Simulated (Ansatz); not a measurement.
# CH6Ge (methyl germane): CAM-B3LYP/def2-SVPD

Aim: the vertical ionisation energy of CH6Ge (methyl germane) at CAM-B3LYP/def2-SVPD, from 2 runs. 

The calculation is run with Ansatz 0.2.0.

28 further runs of the same task are left out: 28 set aside as unsound or not needed.

### Step 1. The system as given

CH6Ge has 8 atoms, charge 0, and is taken as a singlet. As SMILES, `[CH3][GeH3]`. The shape is that of a PBE0-D4/def2-TZVP optimisation.

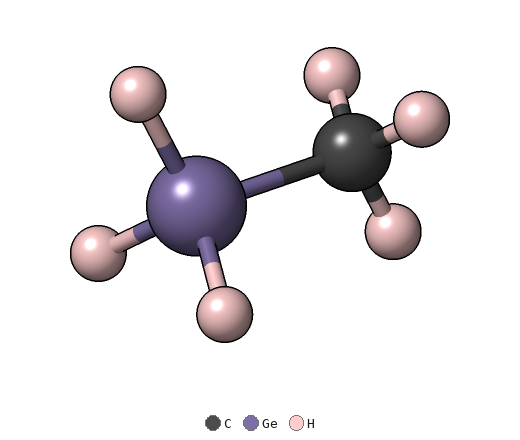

Viewed from a chosen angle; carbon dark grey, germanium purple, hydrogen pink.

### Step 2. A single-point energy at CAM-B3LYP/def2-SVPD

Input file in.yaml:

```yaml
crystal:
  periodic: [false, false, false]
  atoms:
    - {symbol: C, position_ang: [-0.310900, 0.190300, -0.971400]}
    - {symbol: Ge, position_ang: [0.296900, -0.181900, 0.846700]}
    - {symbol: H, position_ang: [-1.380100, 0.404200, -0.976500]}
    - {symbol: H, position_ang: [0.218800, 1.052200, -1.378400]}
    - {symbol: H, position_ang: [-0.124600, -0.669400, -1.616000]}
    - {symbol: H, position_ang: [0.030700, 1.028200, 1.760100]}
    - {symbol: H, position_ang: [1.807100, -0.479600, 0.857700]}
    - {symbol: H, position_ang: [-0.445700, -1.401200, 1.422100]}
basis:
  gaussian:
    orbitals: def2-SVPD
total_charge: 0
hamiltonian:
  xc: {name: CAM-B3LYP}
accuracy: high
output:
  orbitals: {seedname: orbitals}
```

Started as:

```console
ansatz run in.yaml --threads 1 --pin off --max-ram 3480MiB --events-out events.jsonl --progress --plain --runs-dir runs
```

Output:

```text
Warning: RAYON_NUM_THREADS=1 ignored (pool sized by the plan → 1); use --threads N
Functional definition: CAM-B3LYP
  name "CAM-B3LYP"
  parameter alpha = 0.19
  parameter beta = 0.46
  parameter omega = 0.33/bohr
  parameter ac = 0.81
  exchange = (1 - alpha - beta)*b88_x + beta*b88_x_sr(omega) + alpha*exact_x + beta*exact_x_lr(omega)
  correlation = (1 - ac)*vwn5_c + ac*lyp_c
2130 factors; integrals over basis functions are off by at most 4.4e-9 eV
483 factors; integrals over basis functions are off by at most 1.9e-9 eV
mean field evaluation 1: about -57644.6450 eV, gradient 3.8e1 eV
mean field evaluation 2: about -57644.7638 eV, gradient 3.6e1 eV
mean field evaluation 4: about -57647.5801 eV, gradient 6.7e-1 eV
mean field evaluation 8: about -57647.6143 eV, gradient 2.4e-2 eV
mean field evaluation 16: about -57647.6143 eV, gradient 2.5e-6 eV
mean field -57647.61426411 eV, -2118.5107492497 hartree, gradient 5.2e-8 eV, S^2 0.000000; 0 other end points of the search recorded, 0 dependent functions left out
reference -57647.61428459 eV, -2118.5107500024 hartree; 22, 22 occupied and 84, 84 virtual orbitals, 2130 factors
Total energy: -57647.61428459 eV, -2118.5107500024 hartree
```

Wall time 11 s (1 thread of Arm Neoverse V1, shared host); peak memory 0.41 GiB.

### Step 3. The doublet cation, same level

Input file input.yaml:

```yaml
crystal:
  periodic: [false, false, false]
  atoms:
    - {symbol: C, position_ang: [-0.310900, 0.190300, -0.971400]}
    - {symbol: Ge, position_ang: [0.296900, -0.181900, 0.846700]}
    - {symbol: H, position_ang: [-1.380100, 0.404200, -0.976500]}
    - {symbol: H, position_ang: [0.218800, 1.052200, -1.378400]}
    - {symbol: H, position_ang: [-0.124600, -0.669400, -1.616000]}
    - {symbol: H, position_ang: [0.030700, 1.028200, 1.760100]}
    - {symbol: H, position_ang: [1.807100, -0.479600, 0.857700]}
    - {symbol: H, position_ang: [-0.445700, -1.401200, 1.422100]}
basis:
  gaussian:
    orbitals: def2-SVPD
magnetization:
  spin_polarized: true
  initial_magnetization: 1
output: {orbitals: {seedname: orbitals}}
accuracy: high
total_charge: 1
hamiltonian:
  xc: {name: CAM-B3LYP}
```

Started as:

```console
ansatz run input.yaml --threads 1 --pin off --max-ram 3480MiB --events-out events.jsonl --progress --plain --runs-dir runs
```

Output, cut to the lines that bear on the results:

```text
Warning: RAYON_NUM_THREADS=1 ignored (pool sized by the plan → 1); use --threads N
[... 2 set-up lines as earlier in the session ...]
[...]
2130 factors; integrals over basis functions are off by at most 4.4e-9 eV
483 factors; integrals over basis functions are off by at most 1.9e-9 eV
[...]
mean field -57636.26738204 eV, -2118.0937590247 hartree, gradient 9.6e-8 eV, S^2 0.753992; 4 other end points of the search recorded, 0 dependent functions left out
reference -57636.26740268 eV, -2118.0937597831 hartree; 22, 21 occupied and 84, 85 virtual orbitals, 2130 factors
Total energy: -57636.26740268 eV, -2118.0937597831 hartree
```

It took 30 s on 1 thread of Arm Neoverse V1, shared host; peak memory 0.56 GiB.

### Step 4. Outcome

At CAM-B3LYP/def2-SVPD:

| quantity | value |
| --- | --- |
| singlet CH6Ge: total energy | -2118.51075 Eh |
| singlet CH6Ge: HOMO energy | -10.32 eV |
| singlet CH6Ge: LUMO energy | 0.99 eV |
| singlet CH6Ge: HOMO–LUMO gap | 11.31 eV |
| doublet cation: total energy | -2118.09376 Eh |
| doublet cation: HOMO energy (highest over α and β) | -16.76 eV |
| doublet cation: LUMO energy (lowest over α and β) | -12.39 eV |
| doublet cation: ⟨S²⟩ | 0.754 |
| vertical ionisation energy (to the doublet cation) | 11.347 eV |

What this shows: The vertical ionisation energy comes to 11.35 eV (262 kcal/mol). The negative HOMO energy of the first species, 10.32 eV, lies 1.03 eV below that difference.
